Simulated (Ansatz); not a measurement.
## Electronic structure of NaF (SMILES [F][Na]) in real space

```xyz
2

F     0.0000    0.0000   -0.9523
Na    0.0000    0.0000    0.9523
```

Geometry: PBE-D3(BJ)/def2-SVP.

Theory: isolated molecule in a Gaussian basis; Kohn-Sham density functional theory, functional PBE0 (Ansatz 0.2.0).

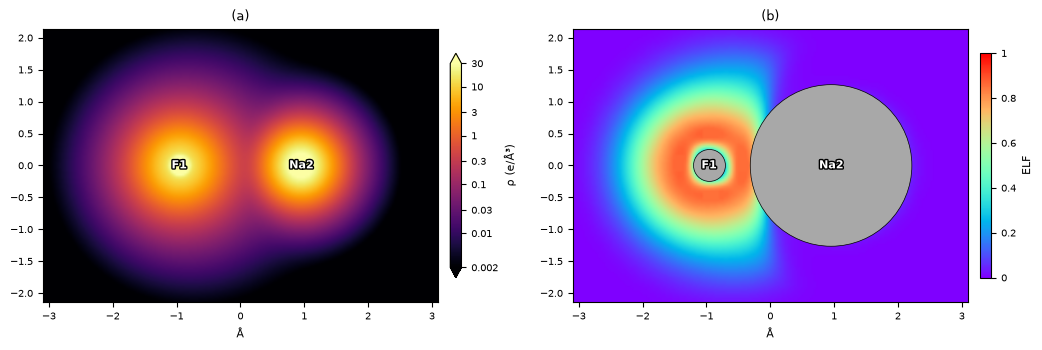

Figure 1. (a) total electron density; (b) ELF on a plane that holds the molecular axis. Grey discs cover the atomic cores in the ELF map.

What does the map show?

Answer.
- Atoms in the plane: F and Na.
- Na–F (1.90 Å): the density is about 0.43 e/Å³ at the midpoint; the ELF peaks at about 0.85 in the valence shell of F, 0.6 Å from its nucleus, and is about 0.15 at the midpoint: an ionic contact with no shared pair.

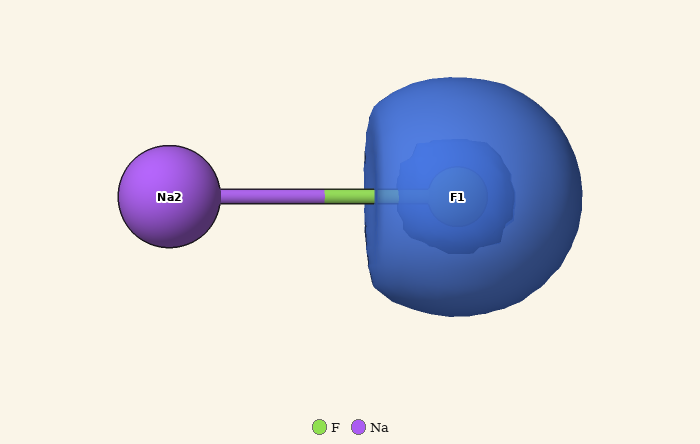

Figure 2. Isosurface of the ELF at 0.75 (blue), seen from one side. Core shells and regions of very low density are left out.

Describe the localisation domains.

Answer. At this value the surface marks out one region wrapped around F (its valence shell).

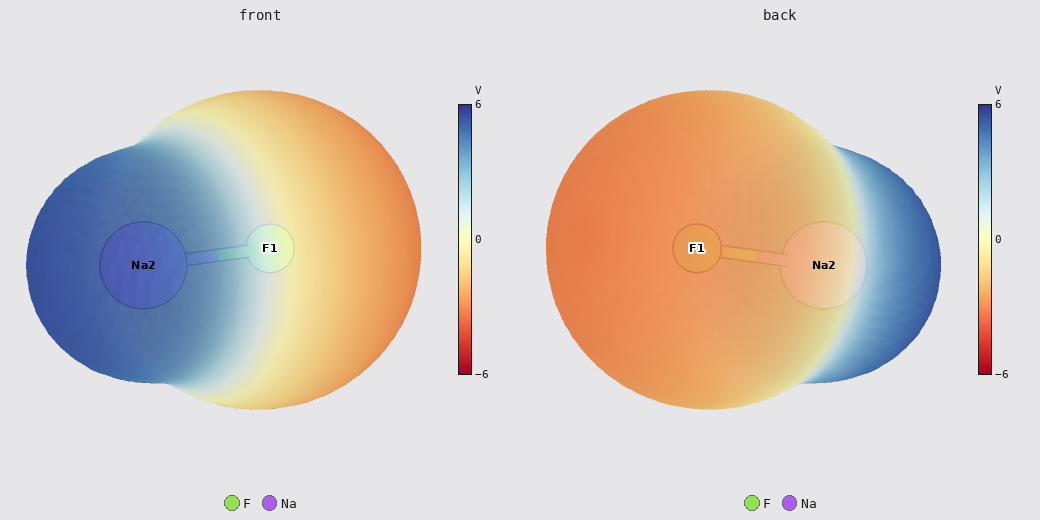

Figure 3. The electrostatic potential painted on the density surface at 0.001 e/bohr³, seen from the front and from behind; red is negative and blue positive.

Where is the surface potential most negative and most positive?

Answer. The most negative region (about −3.3 V, or −76 kcal/mol for a unit charge) lies over F1, the most positive (about +5.4 V, or +125 kcal/mol for a unit charge) over Na2.

What dipole moment does the calculation give?

Answer. Its dipole moment is 7.94 D.

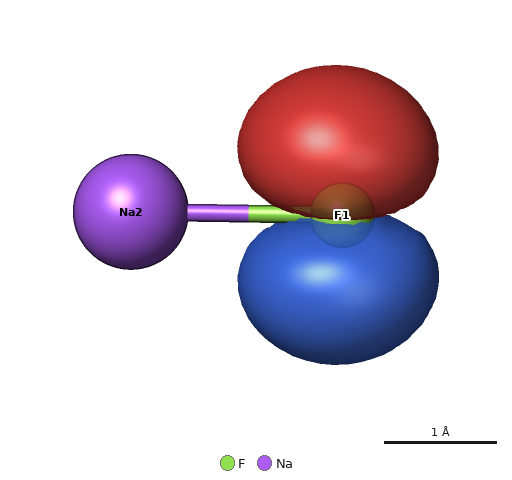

Figure 4. The HOMO at ±0.15 Å⁻³ᐟ² (red and blue are the two phases), seen from one side.

Describe this orbital and give its energy.

Answer. By Hirshfeld shares it lies mainly on F1 (about 95 %). It is one of a degenerate set, so its orientation is arbitrary. Its energy is −6.84 eV.
